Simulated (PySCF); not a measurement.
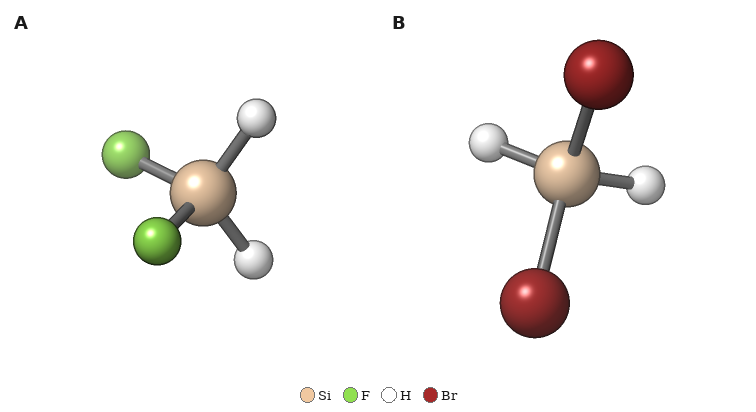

Two related species, optimised with PBE0-D3(BJ)/def2-SVP; properties computed with PySCF 2.14.0. Both: charge 0, singlet.

What are A and B?

Answer. A is SiF2H2 (F[SiH2]F), B is SiBr2H2 (Br[SiH2]Br).

Compare them. With KT2/pcSseg-1: dipole moment (D), HOMO–LUMO gap (eV), HOMO energy (Kohn–Sham orbital) (eV), shielding of Si (ppm). With PBE0/pcSseg-1: Hirshfeld charge of Si (e), IAO charge of Si (e). With CAM-B3LYP/def2-SVPD: lowest vertical singlet excitation (eV), mean static polarisability (bohr³). With PBE0-D3(BJ)/def2-SVP: mean Si–H length (Å).

```json
{"quantity": "dipole moment (D)", "A": "1.63", "B": "1.15"}
{"quantity": "HOMO–LUMO gap (eV)", "A": "8.09", "B": "5.81"}
{"quantity": "HOMO energy (Kohn–Sham orbital) (eV)", "A": "−8.52", "B": "−7.41"}
{"quantity": "shielding of Si (ppm)", "A": "370.8", "B": "346.8"}
{"quantity": "Hirshfeld charge of Si (e)", "A": "0.53", "B": "0.31"}
{"quantity": "IAO charge of Si (e)", "A": "1.36", "B": "0.66"}
{"quantity": "lowest vertical singlet excitation (eV)", "A": "8.53", "B": "6.54"}
{"quantity": "mean static polarisability (bohr³)", "A": "26.2", "B": "69.3"}
{"quantity": "mean Si–H length (Å)", "A": "1.480", "B": "1.484"}
```

Each is one conformer, and no frequency run is at hand to confirm it as a minimum.
